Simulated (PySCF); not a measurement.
**C₂H₄Si, SMILES `[SiH3]C#C`: what the electrons do**

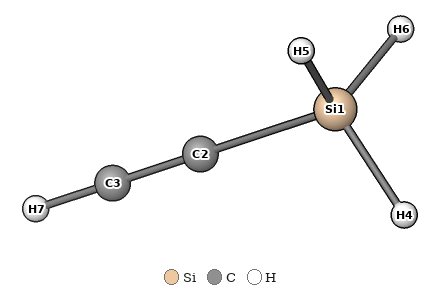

The molecule, with its atoms numbered as below. No frequency check shows the geometry to be a minimum.

Cartesian coordinates (Å):

```
Si1      1.0710   -0.0000    0.0000
C2      -0.7774    0.0001    0.0002
C3      -1.9796   -0.0000   -0.0001
H4       1.5262   -1.1842   -0.7337
H5       1.5275   -0.0434    1.3909
H6       1.5261    1.2275   -0.6586
H7      -3.0322   -0.0001   -0.0000
```

### 1. Bonding charge

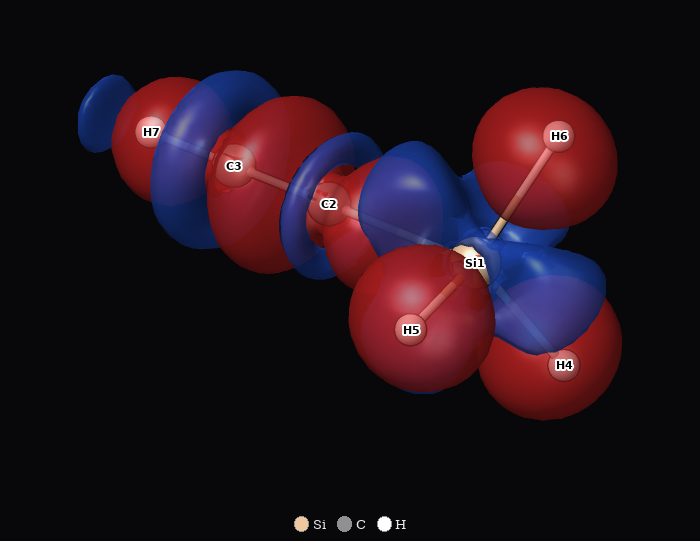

Deformation density (molecule less spherical, spin-averaged free atoms at the same positions), surfaces at ±0.06 e/Å³; red: gain, blue: loss.

Method: M06-2X/def2-TZVP; geometry: GFN2-xTB; program: PySCF.

How much density has each bond gained at its critical point, relative to the free atoms?

Answer. C2–C3: +0.95 e/Å³ at the bond critical point (bond length 1.20 Å, Mayer order 3.0). C3–H7: +0.83 e/Å³ at the bond critical point (bond length 1.05 Å, Mayer order 0.9). Si1–H5, Si1–H4 and Si1–H6: +0.23 e/Å³ at the bond critical point (bond length 1.47 Å, Mayer order 1.0). Si1–C2: +0.13 e/Å³ at the bond critical point (bond length 1.85 Å, Mayer order 0.9). In all, 1.9 electrons gather in the regions of gain relative to the promolecule. A small or negative value marks a very polar bond, one between electron-rich atoms, whose free-atom densities already overlap strongly, a long bond to a heavier atom, or a closed-shell contact such as a hydrogen bond.

Where do the Hirshfeld charges lie?

Answer. The highest Hirshfeld charge is on Si1 (+0.36 e), the lowest on C2 (−0.17 e).

```json
{"atom": "Si1", "charge (e)": "+0.36"}
{"atom": "C2", "charge (e)": "−0.17"}
{"atom": "C3", "charge (e)": "−0.09"}
{"atom": "H4", "charge (e)": "−0.07"}
{"atom": "H5", "charge (e)": "−0.07"}
{"atom": "H6", "charge (e)": "−0.07"}
{"atom": "H7", "charge (e)": "+0.10"}
```

### 2. Local ionisation energy

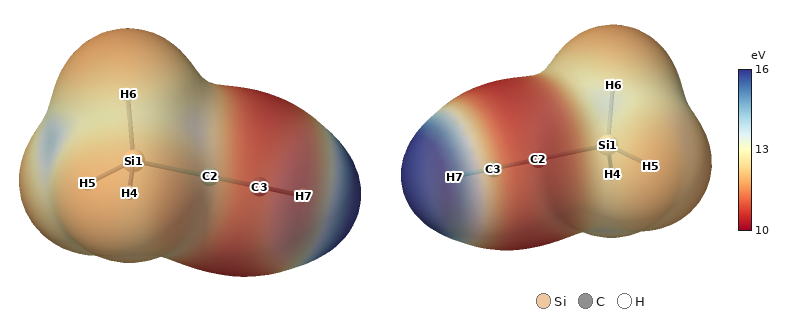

Average local ionisation energy on the surface of electron density 0.001 a.u. (back view left, front view right).

Locate the minima of the map.

Answer. The lowest value is 10.5 eV, off the C2–C3 bond (2.1 to 2.2 Å from its atoms), and at like points elsewhere. Further minima include 11.8 eV, 1.5 Å from H6, and at like points elsewhere. For comparison, the highest occupied orbital lies at −9.5 eV.

### 3. In an electric field

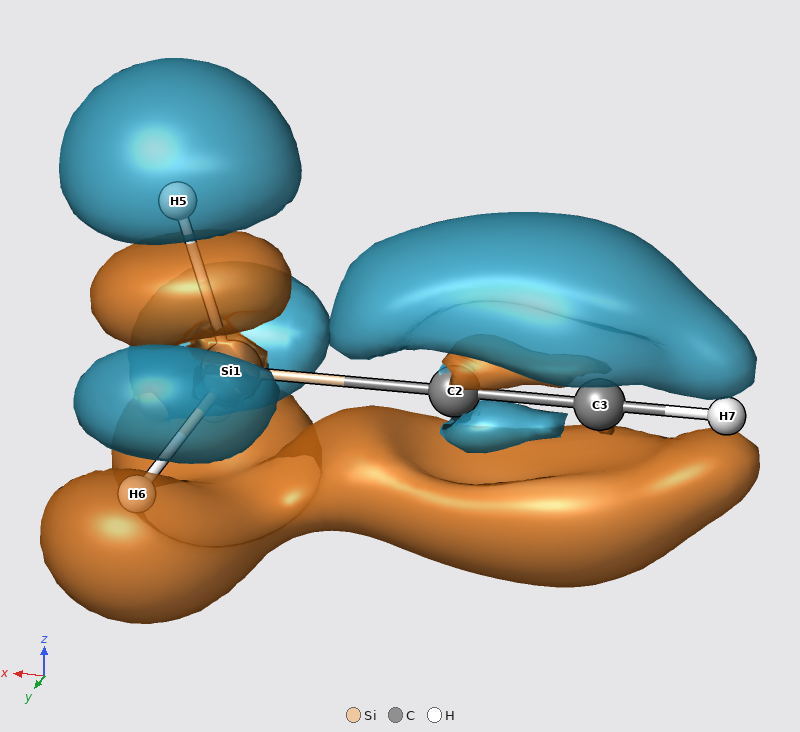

Change of the electron density in a uniform field of 0.26 V/Å, surfaces at ±0.0015 e/Å³ (light blue: gain, orange: loss).

Level of theory: B3LYP/aug-cc-pVDZ (PySCF), at a geometry from GFN2-xTB.

Along which Cartesian direction does the field point?

Answer. Along −z: electrons gather on the +z side, against the field.

What dipole is induced, and what polarisability does it imply?

Answer. The induced dipole is 0.53 D (along the field); α along this axis, from the fields in both directions, is 42 bohr³ (6.2 Å³).

Which atoms gain and lose the most charge?

Answer. Electrons gather most on H5 (Hirshfeld charge changes by −0.013 e) and leave H4 and H6 alike most (+0.007 e); 0.052 electrons are displaced in all.

### 4. Localised orbitals

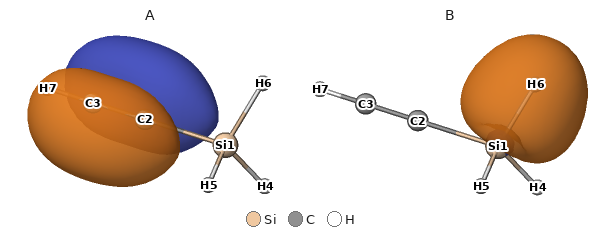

Intrinsic bond orbitals (IBO), occupied; each surface holds about 85 % of the orbital's density. Energies are diagonal elements of the Fock matrix.

Level of theory: PBE0/6-31+G* (PySCF), at a geometry from GFN2-xTB.

Name the orbitals, with their atomic make-up and energies.

Answer. By panel:
- A: π bond C2–C3 (C2 50 %, C3 49 %; −8.4 eV)
- B: σ bond H6–Si1 (H6 55 %, Si1 45 %; −11.6 eV)

How do all the valence pairs divide up?

Answer. 8 pairs: 6 σ bonds and 2 two-centre π bonds.

### 5. Stretching a bond

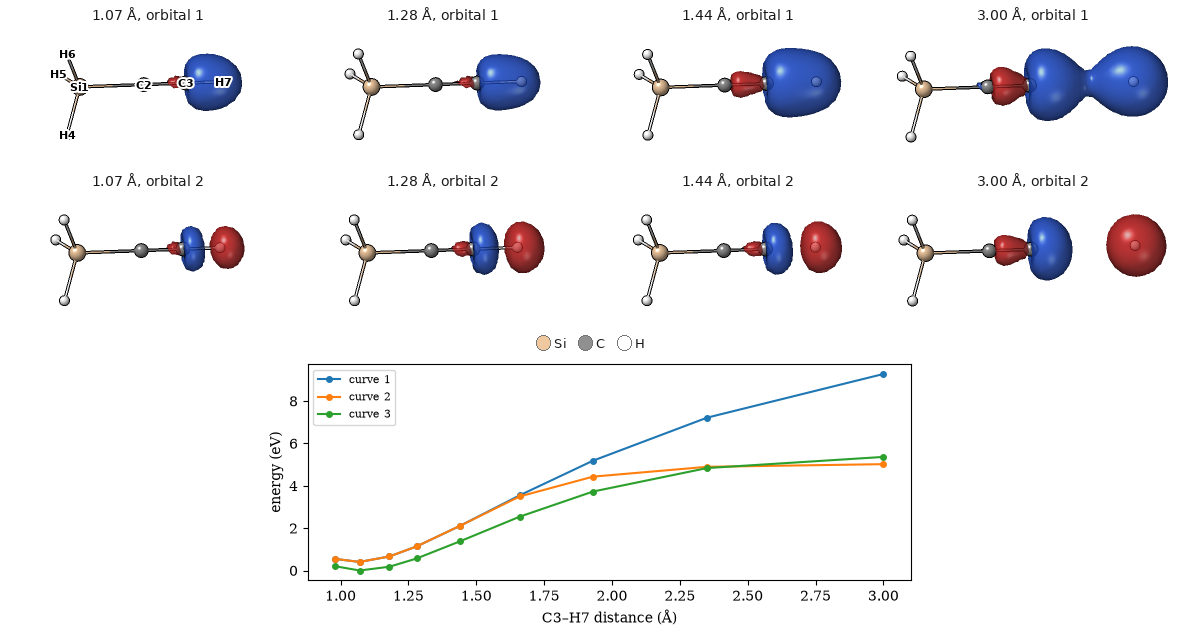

Rigid stretch of the C3–H7 bond. The two CASSCF(2,2) natural orbitals nearest half filling (orbital 1 the more occupied). Below: energies along the scan, from the lowest point of the three curves.

PySCF calculation, 6-311+G** basis, gas phase; geometry: GFN2-xTB.

How do the occupations change along the stretch?

Answer. 1.07 Å: 1.98 and 0.02; 1.28 Å: 1.97 and 0.03; 1.44 Å: 1.95 and 0.05; 3.00 Å: 1.25 and 0.75. At the longest distance computed (3.00 Å) they are 1.25 and 0.75, and the effective number of unpaired electrons is 1.8.

UHF's ⟨S²⟩ passes 1 along the scan (up to 1.36), so it also polarises electrons outside the stretched bond; its energy lowering isn't due to that bond alone.

Which curve is which method?

Answer. Curve 1 is RHF. Curve 2 is UHF. Curve 3 is CASSCF(2,2). RHF rises too steeply because it keeps both electrons in one orbital and so mixes in ionic fragments.

Where does the UHF solution part from RHF?

Answer. Between 1.44 Å (⟨S²⟩ = 0, the two coincide) and 1.66 Å (⟨S²⟩ = 0.34); at 3.00 Å ⟨S²⟩ is 1.36 and UHF lies 4.3 eV below RHF.

How much energy does the stretch cost?

Answer. By CASSCF, 5.4 eV from the lowest point of the scan (1.07 Å) to 3.00 Å; RHF gives 8.9 eV from its own lowest point. The fragments aren't relaxed and dynamic correlation is missing, so this isn't a bond dissociation energy.

The PySCF runs shown took 28 s, 28 s, 6.8 s and 6.3 min on 1 thread of Arm Neoverse N1, on a shared host.
